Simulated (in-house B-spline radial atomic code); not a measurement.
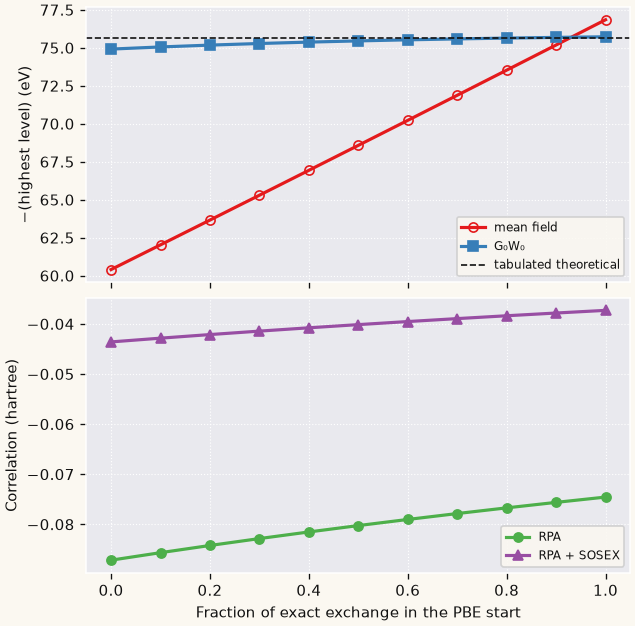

G₀W₀ and RPA for Li⁺ (1s²) as exact exchange is mixed into the PBE start. All-electron spherical atom, non-relativistic, no spin-orbit coupling, Breit or QED terms; computed with a B-spline radial code.

> Where does the G₀W₀ correction vanish, and how does the correlation energy move?

The mean-field binding energy of 1s runs from 60.41 eV at fraction 0 to 76.85 eV at 1, the G₀W₀ value only from 74.92 to 75.73 eV. The correction vanishes near a fraction of 0.93. The tabulated theoretical removal energy is 75.64 eV. The RPA correlation energy goes from −0.08714 to −0.07454 hartree, and with SOSEX from −0.04357 to −0.03727.
